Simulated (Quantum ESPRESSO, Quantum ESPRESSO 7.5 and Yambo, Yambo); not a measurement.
# Quasiparticle gap of CaO (Lime) in Yambo

How does a plane-wave GW calculation on CaO (Lime) run from the first input to the gap?

Main program and level: Quantum ESPRESSO 7.5 and Yambo 5.3.0; PBE and many-body steps on it, plane waves.

## (1) Set-up

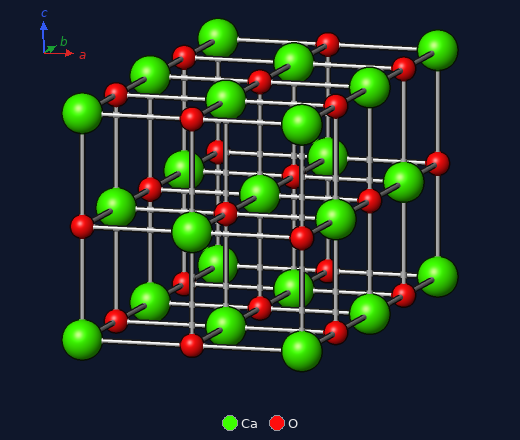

The starting structure, seen slightly off an axis (calcium green, oxygen red). 1×2×1 cells are drawn. This picture shows the conventional cell, with its axes. Some periodic images of atoms are drawn too.

The cell and positions come from the Crystallography Open Database and are kept as given unless a step says otherwise.

## (2) Ground state

This step: Quantum ESPRESSO 7.5; DFT, PBE, plane waves, norm-conserving pseudopotentials.

The ground-state density comes first.

Input file pw.in:

```
&control
  calculation = 'scf'
  prefix = 'x'
  outdir = 'o'
  pseudo_dir = 'pseudo'
/
&system
  ibrav = 0
  nat = 2
  ntyp = 2
  ecutwfc = 72.0
  nbnd = 13
  force_symmorphic = .true.
/
&electrons
  conv_thr = 1e-10
  electron_maxstep = 80
  mixing_beta = 0.5
/
ATOMIC_SPECIES
  Ca 40.078 Ca.upf
  O 15.999 O.upf
CELL_PARAMETERS angstrom
  -0.0000000000 2.4065000000 2.4065000000
  2.4065000000 -0.0000000000 2.4065000000
  2.4065000000 2.4065000000 -0.0000000000
ATOMIC_POSITIONS crystal
  Ca 0.0000000000 0.0000000000 0.0000000000
  O 0.5000000000 0.5000000000 0.5000000000
K_POINTS automatic
  8 8 8 0 0 0
```

Run with:

```bash
OMP_NUM_THREADS=1 mpirun -n 4 pw.x -nk 4 -in pw.in > pw.out
```

The log of the run:

```text
Program PWSCF v.7.5 starts

     This program is part of the open-source Quantum ESPRESSO suite
     for quantum simulation of materials; please cite
         "P. Giannozzi et al., J. Phys.:Condens. Matter 21 395502 (2009);
         "P. Giannozzi et al., J. Phys.:Condens. Matter 29 465901 (2017);
         "P. Giannozzi et al., J. Chem. Phys. 152 154105 (2020);
     in publications or presentations arising from this work. More details at
     Message from routine setup:
     using ibrav=0 with symmetry is DISCOURAGED, use correct ibrav instead

     G-vector sticks info

     bravais-lattice index     =            0
     lattice parameter (alat)  =       6.4313  a.u.
     unit-cell volume          =     188.0980 (a.u.)^3
     number of atoms/cell      =            2
     number of atomic types    =            2
     number of electrons       =        16.00
     number of Kohn-Sham states=           13
     kinetic-energy cutoff     =      72.0000  Ry
     charge density cutoff     =     288.0000  Ry
     scf convergence threshold =      1.0E-10
     mixing beta               =       0.5000
     number of iterations used =            8  plain     mixing
     Exchange-correlation= PBE
                           (   1   4   3   4   0   0   0)

     celldm(1)=   6.431314  celldm(2)=   0.000000  celldm(3)=   0.000000
     celldm(4)=   0.000000  celldm(5)=   0.000000  celldm(6)=   0.000000

     crystal axes: (cart. coord. in units of alat)
               a(1) = (  -0.000000   0.707107   0.707107 )
               a(2) = (   0.707107  -0.000000   0.707107 )
               a(3) = (   0.707107   0.707107  -0.000000 )

     reciprocal axes: (cart. coord. in units 2 pi/alat)
               b(1) = ( -0.707107  0.707107  0.707107 )
               b(2) = (  0.707107 -0.707107  0.707107 )
               b(3) = (  0.707107  0.707107 -0.707107 )
     Pseudo is Norm-conserving + core correction, Zval = 10.0
     Generated using ONCVPSP code by D. R. Hamann
     Using radial grid of 1766 points,  6 beta functions with:
     Pseudo is Norm-conserving + core correction, Zval =  6.0
     Generated using ONCVPSP code by D. R. Hamann
     Using radial grid of  936 points,  5 beta functions with:
     Ca               10.00    40.07800     Ca( 1.00)
     O                 6.00    15.99900     O ( 1.00)

     48 Sym. Ops., with inversion, found

   Cartesian axes

     site n.     atom                  positions (alat units)
         1        Ca     tau(   1) = (   0.0000000   0.0000000   0.0000000  )
         2        O      tau(   2) = (   0.7071068   0.7071068   0.7071068  )

     number of k points=    29
                       cart. coord. in units 2pi/alat
        k(    1) = (   0.0000000   0.0000000   0.0000000), wk =   0.0039062
        k(    2) = (   0.0883883   0.0883883  -0.0883883), wk =   0.0312500
        k(    3) = (   0.1767767   0.1767767  -0.1767767), wk =   0.0312500
        k(    4) = (   0.2651650   0.2651650  -0.2651650), wk =   0.0312500
        k(    5) = (  -0.3535534  -0.3535534   0.3535534), wk =   0.0156250
        k(    6) = (   0.1767767   0.0000000   0.0000000), wk =   0.0234375
        k(    7) = (   0.2651650   0.0883883  -0.0883883), wk =   0.0937500
        k(    8) = (   0.3535534   0.1767767  -0.1767767), wk =   0.0937500
        k(    9) = (  -0.2651650  -0.4419417   0.4419417), wk =   0.0937500
        k(   10) = (  -0.1767767  -0.3535534   0.3535534), wk =   0.0937500
     [... 17 further rows ...]
        k(   28) = (  -0.7071068   0.1767767  -0.0000000), wk =   0.0468750
        k(   29) = (  -0.7071068   0.3535534   0.0000000), wk =   0.0234375

     Dense  grid:    15593 G-vectors     FFT dimensions: (  36,  36,  36)

     Initial potential from superposition of free atoms

     starting charge      15.9951, renormalised to      16.0000
     Starting wfcs are    9 randomized atomic wfcs +    4 random wfcs

     per-process dynamical memory:    17.0 Mb

     Self-consistent Calculation

     iteration #  1     ecut=    72.00 Ry     beta= 0.50

     total energy              =    -110.59628114 Ry
     estimated scf accuracy    <       0.48145822 Ry

     iteration #  2     ecut=    72.00 Ry     beta= 0.50

     total energy              =    -110.71699891 Ry
     estimated scf accuracy    <       0.28800116 Ry

     iteration #  3     ecut=    72.00 Ry     beta= 0.50

     total energy              =    -110.77269322 Ry
     estimated scf accuracy    <       0.00692503 Ry

     iteration #  4     ecut=    72.00 Ry     beta= 0.50

     total energy              =    -110.77376512 Ry
     estimated scf accuracy    <       0.00027714 Ry

     iteration #  5     ecut=    72.00 Ry     beta= 0.50

     total energy              =    -110.77380243 Ry
     estimated scf accuracy    <       0.00003046 Ry

     iteration #  6     ecut=    72.00 Ry     beta= 0.50

     total energy              =    -110.77380864 Ry
     estimated scf accuracy    <       0.00000819 Ry

     iteration #  7     ecut=    72.00 Ry     beta= 0.50

     total energy              =    -110.77380992 Ry
     estimated scf accuracy    <       0.00000005 Ry

     iteration #  8     ecut=    72.00 Ry     beta= 0.50

     total energy              =    -110.77380995 Ry
     estimated scf accuracy    <       0.00000001 Ry

     iteration #  9     ecut=    72.00 Ry     beta= 0.50

     total energy              =    -110.77380995 Ry
     estimated scf accuracy    <          5.0E-10 Ry

     iteration # 10     ecut=    72.00 Ry     beta= 0.50

     End of self-consistent calculation

          k = 0.0000 0.0000 0.0000 (  1917 PWs)   bands (ev):

   -29.9286 -10.6890 -10.6890 -10.6890  -7.7191   7.7452   7.7452   7.7452
    12.4596  13.9727  13.9727  13.9727  15.4630

          k = 0.0884 0.0884-0.0884 (  1946 PWs)   bands (ev):

   -29.9141 -10.8910 -10.6968 -10.6968  -7.5069   7.2177   7.5389   7.5389
    13.1379  13.9317  14.2334  14.2334  15.8247

          k = 0.1768 0.1768-0.1768 (  1949 PWs)   bands (ev):

   -29.8789 -11.2997 -10.7156 -10.7156  -7.0718   6.2299   7.0969   7.0969
    13.9975  14.5872  14.9173  14.9173  16.6964

          k = 0.2652 0.2652-0.2652 (  1925 PWs)   bands (ev):

     [... further k-points ...]

     highest occupied, lowest unoccupied level (ev):     7.7452   11.4075

!    total energy              =    -110.77380995 Ry
     estimated scf accuracy    <          9.8E-11 Ry

     The total energy is the sum of the following terms:
     one-electron contribution =     -25.33958327 Ry
     hartree contribution      =      20.74048530 Ry
     xc contribution           =     -23.24031921 Ry
     ewald contribution        =     -82.93439277 Ry

     convergence has been achieved in  10 iterations

     XML data file, charge density, pseudopotentials, collected wavefunctions

=------------------------------------------------------------------------------=
   JOB DONE.
=------------------------------------------------------------------------------=
```

Wall time 3.9 s (4 MPI ranks of Arm Neoverse V2, shared host); peak memory 0.2 GiB; 15 s of CPU time.

This step gave:

| Property | Result |
| --- | --- |
| total energy | -1507.1545 eV |
| gap | 3.662 eV |
| k of the valence top | 0, 0, 0 |
| k of the conduction bottom | 0, -0.5, -0.5 |
| least direct gap | 4.037 eV |

The gap is indirect, with the least direct gap 0.37 eV higher.

## (3) Bands along the symmetry lines

The cheap functional maps the bands first; the places of the edges decide which points the dearer methods must see.

Input file pw.in:

```
&control
  calculation = 'bands'
  prefix = 'x'
  outdir = 'o'
  pseudo_dir = 'pseudo'
/
&system
  ibrav = 0
  nat = 2
  ntyp = 2
  ecutwfc = 72.0
  nbnd = 14
  force_symmorphic = .true.
/
&electrons
  conv_thr = 1e-9
  electron_maxstep = 80
  diago_full_acc = .true.
  diago_thr_init = 5e-6
/
ATOMIC_SPECIES
  Ca 40.078 Ca.upf
  O 15.999 O.upf
CELL_PARAMETERS angstrom
  -0.0000000000 2.4065000000 2.4065000000
  2.4065000000 -0.0000000000 2.4065000000
  2.4065000000 2.4065000000 -0.0000000000
ATOMIC_POSITIONS crystal
  Ca 0.0000000000 0.0000000000 0.0000000000
  O 0.5000000000 0.5000000000 0.5000000000
K_POINTS crystal
  50
  0.00000000 0.00000000 0.00000000 1
  0.06250000 0.00000000 0.06250000 1
  0.12500000 0.00000000 0.12500000 1
  0.18750000 0.00000000 0.18750000 1
  0.25000000 0.00000000 0.25000000 1
  0.31250000 0.00000000 0.31250000 1
  0.37500000 0.00000000 0.37500000 1
  0.43750000 0.00000000 0.43750000 1
  0.50000000 0.00000000 0.50000000 1
  0.51562500 0.03125000 0.51562500 1
  0.53125000 0.06250000 0.53125000 1
  0.54687500 0.09375000 0.54687500 1
  0.56250000 0.12500000 0.56250000 1
  0.57812500 0.15625000 0.57812500 1
  0.59375000 0.18750000 0.59375000 1
  0.60937500 0.21875000 0.60937500 1
  0.62500000 0.25000000 0.62500000 1
  0.37500000 0.37500000 0.75000000 1
  0.32812500 0.32812500 0.65625000 1
  0.28125000 0.28125000 0.56250000 1
  0.23437500 0.23437500 0.46875000 1
  0.18750000 0.18750000 0.37500000 1
  0.14062500 0.14062500 0.28125000 1
  0.09375000 0.09375000 0.18750000 1
  0.04687500 0.04687500 0.09375000 1
  0.00000000 0.00000000 0.00000000 1
  0.06250000 0.06250000 0.06250000 1
  0.12500000 0.12500000 0.12500000 1
  0.18750000 0.18750000 0.18750000 1
  0.25000000 0.25000000 0.25000000 1
  0.31250000 0.31250000 0.31250000 1
  0.37500000 0.37500000 0.37500000 1
  0.43750000 0.43750000 0.43750000 1
  0.50000000 0.50000000 0.50000000 1
  0.50000000 0.46875000 0.53125000 1
  0.50000000 0.43750000 0.56250000 1
  0.50000000 0.40625000 0.59375000 1
  0.50000000 0.37500000 0.62500000 1
  0.50000000 0.34375000 0.65625000 1
  0.50000000 0.31250000 0.68750000 1
  0.50000000 0.28125000 0.71875000 1
  0.50000000 0.25000000 0.75000000 1
  0.50000000 0.21875000 0.71875000 1
  0.50000000 0.18750000 0.68750000 1
  0.50000000 0.15625000 0.65625000 1
  0.50000000 0.12500000 0.62500000 1
  0.50000000 0.09375000 0.59375000 1
  0.50000000 0.06250000 0.56250000 1
  0.50000000 0.03125000 0.53125000 1
  0.50000000 0.00000000 0.50000000 1
```

The log of the run:

```text
[banner, memory and clock lines left out]
Program PWSCF v.7.5 starts

     Atomic positions and unit cell read from directory:
     o/x.save/

     Message from routine setup:
     using ibrav=0 with symmetry is DISCOURAGED, use correct ibrav instead

     G-vector sticks info

     bravais-lattice index     =            0
     lattice parameter (alat)  =       6.4313  a.u.
     unit-cell volume          =     188.0980 (a.u.)^3
     number of atoms/cell      =            2
     number of atomic types    =            2
     number of electrons       =        16.00
     number of Kohn-Sham states=           14
     kinetic-energy cutoff     =      72.0000  Ry
     charge density cutoff     =     288.0000  Ry
     Exchange-correlation= PBE
                           (   1   4   3   4   0   0   0)

     celldm(1)=   6.431314  celldm(2)=   0.000000  celldm(3)=   0.000000
     celldm(4)=   0.000000  celldm(5)=   0.000000  celldm(6)=   0.000000

     crystal axes: (cart. coord. in units of alat)
               a(1) = (  -0.000000   0.707107   0.707107 )
               a(2) = (   0.707107  -0.000000   0.707107 )
               a(3) = (   0.707107   0.707107  -0.000000 )

     reciprocal axes: (cart. coord. in units 2 pi/alat)
               b(1) = ( -0.707107  0.707107  0.707107 )
               b(2) = (  0.707107 -0.707107  0.707107 )
               b(3) = (  0.707107  0.707107 -0.707107 )
     Pseudo is Norm-conserving + core correction, Zval = 10.0
     Generated using ONCVPSP code by D. R. Hamann
     Using radial grid of 1766 points,  6 beta functions with:
     Pseudo is Norm-conserving + core correction, Zval =  6.0
     Generated using ONCVPSP code by D. R. Hamann
     Using radial grid of  936 points,  5 beta functions with:
     Ca               10.00    40.07800     Ca( 1.00)
     O                 6.00    15.99900     O ( 1.00)

     48 Sym. Ops., with inversion, found

   Cartesian axes

     site n.     atom                  positions (alat units)
         1        Ca     tau(   1) = (   0.0000000   0.0000000   0.0000000  )
         2        O      tau(   2) = (   0.7071068   0.7071068   0.7071068  )

     number of k points=    50
                       cart. coord. in units 2pi/alat
        k(    1) = (   0.0000000   0.0000000   0.0000000), wk =   0.0400000
        k(    2) = (   0.0000000   0.0883883   0.0000000), wk =   0.0400000
        k(    3) = (   0.0000000   0.1767767   0.0000000), wk =   0.0400000
[...]
[... 38 further rows ...]
        k(   49) = (   0.0441942   0.7071068   0.0000000), wk =   0.0400000
        k(   50) = (   0.0000000   0.7071068   0.0000000), wk =   0.0400000

     Dense  grid:    15593 G-vectors     FFT dimensions: (  36,  36,  36)

     The potential is recalculated from file :
     o/x.save/charge-density

     Starting wfcs are    9 randomized atomic wfcs +    5 random wfcs

     Band Structure Calculation

     End of band structure calculation

          k = 0.0000 0.0000 0.0000 (  1917 PWs)   bands (ev):

   -29.9285 -10.6889 -10.6889 -10.6889  -7.7192   7.7451   7.7451   7.7451
    12.4596  13.9727  13.9727  13.9727  15.4631  15.4631

          k = 0.0000 0.0884 0.0000 (  1933 PWs)   bands (ev):

   -29.9235 -10.7494 -10.6974 -10.6974  -7.6447   7.4850   7.7112   7.7112
    12.6935  13.8286  14.1214  14.1214  15.5018  15.6765

          k = 0.0000 0.1768 0.0000 (  1949 PWs)   bands (ev):

   -29.9092 -10.8953 -10.7216 -10.7216  -7.4699   6.9250   7.6270   7.6270
    13.2037  13.4527  14.5343  14.5343  15.6140  16.2639

          k = 0.0000 0.2652-0.0000 (  1952 PWs)   bands (ev):

[...]
k =-0.0000 0.4419 0.0000 (  1956 PWs)   bands (ev):

[...]
k = 0.0000 0.5303-0.0000 (  1956 PWs)   bands (ev):

[...]
k = 0.0000 0.6187-0.0000 (  1952 PWs)   bands (ev):

[...]
k = 0.2210 0.7071-0.0000 (  1936 PWs)   bands (ev):

[...]
k = 0.1326 0.7071-0.0000 (  1948 PWs)   bands (ev):

[...]
k = 0.0442 0.7071 0.0000 (  1956 PWs)   bands (ev):

   -29.7987 -11.2738 -10.9194 -10.9152  -7.4688   6.4483   7.3334   7.3484
    11.4647  15.7931  16.6468  17.1292  17.2420  19.0693

          k = 0.0000 0.7071 0.0000 (  1964 PWs)   bands (ev):

   -29.7987 -11.2772 -10.9116 -10.9116  -7.4834   6.4456   7.3706   7.3706
    11.4076  15.7678  16.6137  17.2418  17.2418  18.9650

     XML data file, pseudopotentials, collected wavefunctions
```

It took 2.8 s on 4 MPI ranks; peak memory 0.18 GiB.

Numbers from this step:

```
gap                        : 3.662 eV
k of the valence top       : 0, 0, 0
k of the conduction bottom : 0.5, 0, 0.5
least direct gap           : 4.037 eV
```

The gap is 3.662 eV, as in the run before at this level.

The electronic bands at the labelled points (eV, zero at the top of the highest filled band; v1 is the highest filled band, c1 the lowest empty one):

```
    point      v4     v3     v2     v1    c1    c2    c3    c4
        Γ  -15.46   0.00   0.00   0.00  4.71  6.23  6.23  6.23
        X  -15.23  -1.30  -0.37  -0.37  3.66  8.02  8.87  9.50
        U  -14.87  -1.32  -1.20  -0.77  5.14  7.97  8.54  9.02
jump to K  -14.87  -1.32  -1.20  -0.77  5.14  7.97  8.54  9.02
        Γ  -15.46   0.00   0.00   0.00  4.71  6.23  6.23  6.23
        L  -14.30  -2.61  -1.18  -1.18  7.03  8.33  8.33  8.49
        W  -14.86  -1.27  -1.05  -1.05  6.31  6.31  8.36  9.50
        X  -15.23  -1.30  -0.37  -0.37  3.66  8.02  8.87  9.50
```

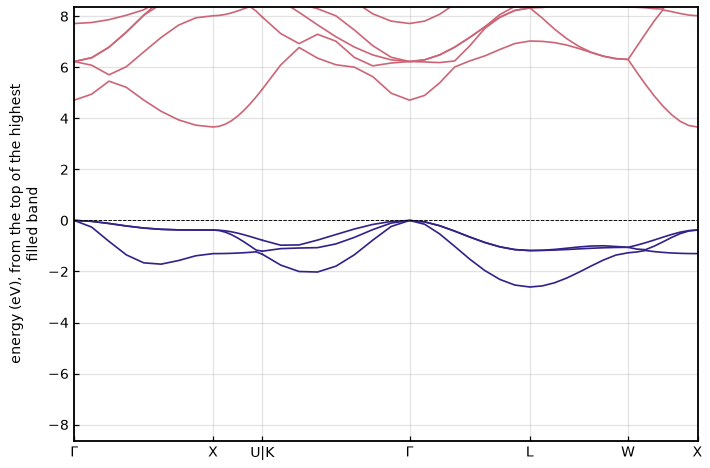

Electronic bands along the path; lines of filled and empty bands in two colours.

## (4) Empty states on the mesh, 6×6×6 mesh, 336 bands

The sums over transitions need many empty states on a uniform mesh; this step solves for them.

Input file pw.in:

```
&control
  calculation = 'nscf'
  prefix = 'x'
  outdir = 'o'
  pseudo_dir = 'pseudo'
/
&system
  ibrav = 0
  nat = 2
  ntyp = 2
  ecutwfc = 72.0
  nbnd = 336
  force_symmorphic = .true.
/
&electrons
  conv_thr = 1e-9
  electron_maxstep = 80
  diago_full_acc = .true.
  diago_thr_init = 5e-6
/
ATOMIC_SPECIES
  Ca 40.078 Ca.upf
  O 15.999 O.upf
CELL_PARAMETERS angstrom
  -0.0000000000 2.4065000000 2.4065000000
  2.4065000000 -0.0000000000 2.4065000000
  2.4065000000 2.4065000000 -0.0000000000
ATOMIC_POSITIONS crystal
  Ca 0.0000000000 0.0000000000 0.0000000000
  O 0.5000000000 0.5000000000 0.5000000000
K_POINTS automatic
  6 6 6 0 0 0
```

The log of the run:

```text
[banner, memory and clock lines left out]
Program PWSCF v.7.5 starts

     Atomic positions and unit cell read from directory:
     o/x.save/

     Message from routine setup:
     using ibrav=0 with symmetry is DISCOURAGED, use correct ibrav instead

     G-vector sticks info

     bravais-lattice index     =            0
     lattice parameter (alat)  =       6.4313  a.u.
     unit-cell volume          =     188.0980 (a.u.)^3
     number of atoms/cell      =            2
     number of atomic types    =            2
     number of electrons       =        16.00
     number of Kohn-Sham states=          336
     kinetic-energy cutoff     =      72.0000  Ry
     charge density cutoff     =     288.0000  Ry
     Exchange-correlation= PBE
                           (   1   4   3   4   0   0   0)

     celldm(1)=   6.431314  celldm(2)=   0.000000  celldm(3)=   0.000000
     celldm(4)=   0.000000  celldm(5)=   0.000000  celldm(6)=   0.000000

     crystal axes: (cart. coord. in units of alat)
               a(1) = (  -0.000000   0.707107   0.707107 )
               a(2) = (   0.707107  -0.000000   0.707107 )
               a(3) = (   0.707107   0.707107  -0.000000 )

     reciprocal axes: (cart. coord. in units 2 pi/alat)
               b(1) = ( -0.707107  0.707107  0.707107 )
               b(2) = (  0.707107 -0.707107  0.707107 )
               b(3) = (  0.707107  0.707107 -0.707107 )
     Pseudo is Norm-conserving + core correction, Zval = 10.0
     Generated using ONCVPSP code by D. R. Hamann
     Using radial grid of 1766 points,  6 beta functions with:
     Pseudo is Norm-conserving + core correction, Zval =  6.0
     Generated using ONCVPSP code by D. R. Hamann
     Using radial grid of  936 points,  5 beta functions with:
     Ca               10.00    40.07800     Ca( 1.00)
     O                 6.00    15.99900     O ( 1.00)

     48 Sym. Ops., with inversion, found

   Cartesian axes

     site n.     atom                  positions (alat units)
         1        Ca     tau(   1) = (   0.0000000   0.0000000   0.0000000  )
         2        O      tau(   2) = (   0.7071068   0.7071068   0.7071068  )

     number of k points=    16
                       cart. coord. in units 2pi/alat
        k(    1) = (   0.0000000   0.0000000   0.0000000), wk =   0.0092593
        k(    2) = (   0.1178511   0.1178511  -0.1178511), wk =   0.0740741
        k(    3) = (   0.2357023   0.2357023  -0.2357023), wk =   0.0740741
[...]
[... 4 further rows ...]
        k(   15) = (  -0.1178511  -0.3535534   0.5892557), wk =   0.2222222
        k(   16) = (  -0.7071068   0.2357023   0.0000000), wk =   0.1111111

     Dense  grid:    15593 G-vectors     FFT dimensions: (  36,  36,  36)

     The potential is recalculated from file :
     o/x.save/charge-density

     Starting wfcs are    9 randomized atomic wfcs +  327 random wfcs

     Band Structure Calculation

     End of band structure calculation

          k = 0.0000 0.0000 0.0000 (  1917 PWs)   bands (ev):

   -29.9285 -10.6889 -10.6889 -10.6889  -7.7192   7.7451   7.7451   7.7451
    12.4596  13.9727  13.9727  13.9727  15.4631  15.4631  22.7421  30.1084
    30.1084  30.1084  35.1146  35.1146  35.1146  35.6453  35.6453  35.6625
[...]
[... 30 further rows ...]
[...]
k = 0.1179 0.1179-0.1179 (  1940 PWs)   bands (ev):

[...]
[... 30 further rows ...]
[...]
k = 0.2357 0.2357-0.2357 (  1940 PWs)   bands (ev):

[...]
[... 30 further rows ...]
   288.0229 288.4757 289.9434 289.9434 290.5147 290.5147 290.8388 291.0828
   292.1700 292.2048 292.2048 292.6150 292.6150 293.2441 293.4394 293.4394

          k =-0.3536-0.3536 0.3536 (  1946 PWs)   bands (ev):

     [... further k-points ...]

     highest occupied, lowest unoccupied level (ev):     7.7451   11.4076

     XML data file, pseudopotentials, collected wavefunctions
```

Run time: 37 s. Hardware: 4 MPI ranks; peak memory 0.46 GiB; 2.5 min of CPU time.

Numbers from this step:

```yaml
gap: 3.662 eV
k_of_the_valence_top: 0, 0, 0
k_of_the_conduction_bottom: 0, -0.5, -0.5
least_direct_gap: 4.037 eV
k_points_computed: 16
lowest_point_of_the_top_converged_band_above_the_valence_top: 284.5428 eV
```

On this mesh the gap is 3.662 eV.

(Continued in part 2 of 2.)

[Paths, hosts, dates, memory and timing lines, banners, echoed tables and standing remarks are left out of the program output.]

[Logs are printed without paths, hosts, clocks, repeated set-up lines and the standing remarks that a program may print on its own settings, such as how far it seeks lower states.]

[Runs of the session that timed out or met a known fault of the program may be left out.]

[Hosts, paths, dates, database ids (printed as entryN), source tags and the programs' standing remarks are cut or masked in the printed files.]
